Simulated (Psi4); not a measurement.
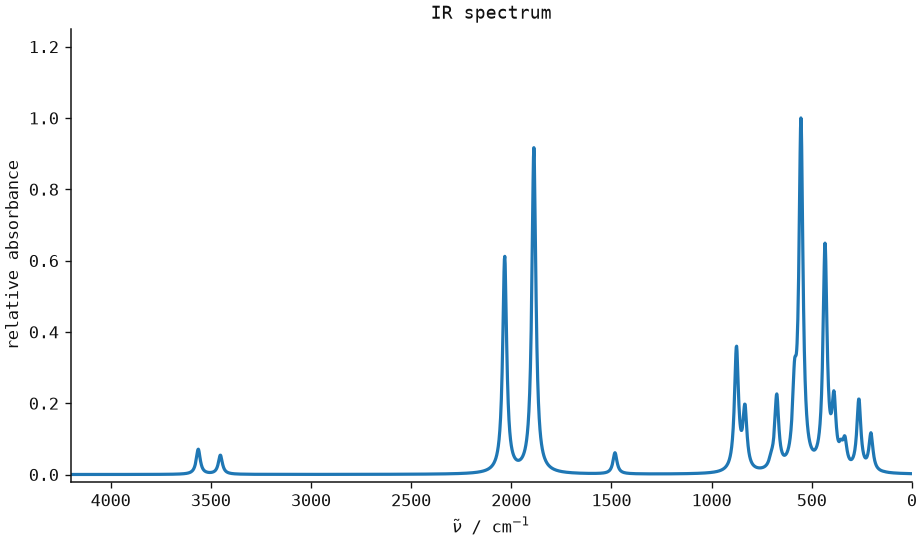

Unscaled harmonic wavenumbers and double-harmonic intensities, PBE/def2-SVP (dispersion D3(BJ)), Psi4, at a geometry relaxed at this level, isolated molecule. Modes within 2 cm⁻¹ of each other count as one line, with their intensities summed. Lorentzian lines of 24 cm⁻¹ full width. Close modes add up in the curve.

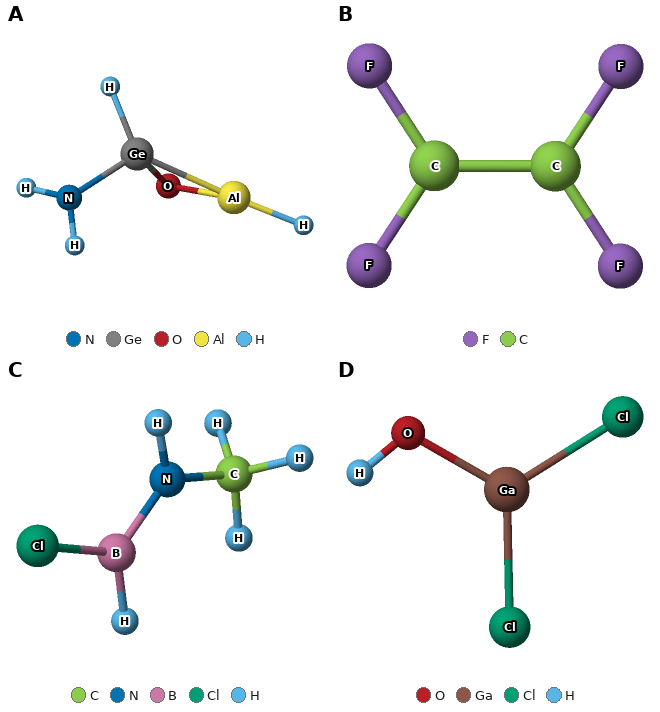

**Which molecule gives this infrared spectrum? The candidates are drawn in the second picture.**

Structure A, AlGeNH₄O, SMILES [NH2][Ge@@H]1[O][AlH]1, singlet. It has its most intense lines at 553.6, 1886.9 and 433.4 cm⁻¹.

Known limits of this run: double-zeta basis.
